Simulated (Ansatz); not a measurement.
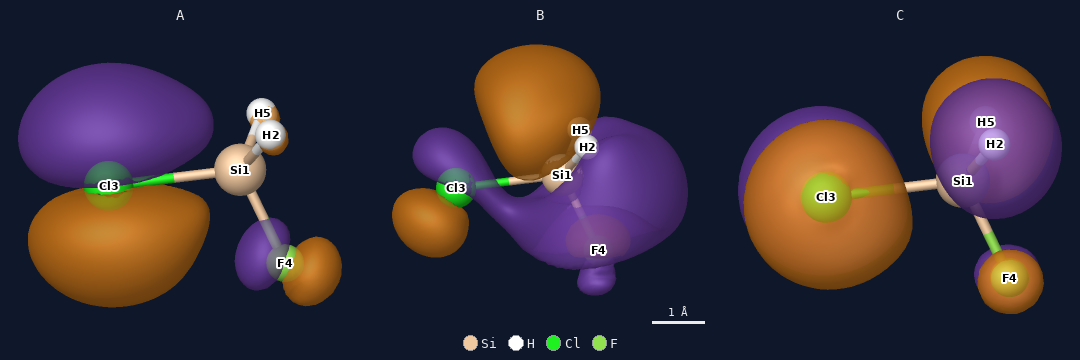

Figure 1: ClFH$_{2}$Si. Three frontier orbitals at ±0.08 Å⁻³ᐟ² (orange and purple are the two phases), in no order.

Method: RKS PBE/def2-SVP in Ansatz 0.2.0.

```csv
atom,x (Å),y (Å),z (Å)
Si,0.0154,-0.0177,0.0058
H,0.0342,0.0310,1.4995
Cl,1.9596,-0.0042,-0.6894
F,-0.7503,1.3153,-0.5399
H,-0.6868,-1.2184,-0.5410
```

Order the three orbitals by energy and name them.

Answer. A is the HOMO−1 (−8.11 eV). It lies mainly on Cl3 (about 85 %); largely a lone pair of Cl3. C is the HOMO (−7.69 eV). Its weight (Hirshfeld) is mainly on Cl3 (about 65 %), Si1 (about 15 %), H2 (about 10 %) and H5 (about 10 %). B is the LUMO (−0.48 eV). Its weight (Hirshfeld) is mainly on Si1 (about 60 %), Cl3 (about 15 %), F4 (about 10 %), H2 (about 5 %) and H5 (about 5 %).

What is the HOMO–LUMO gap?

Answer. 7.21 eV between the orbital energies.
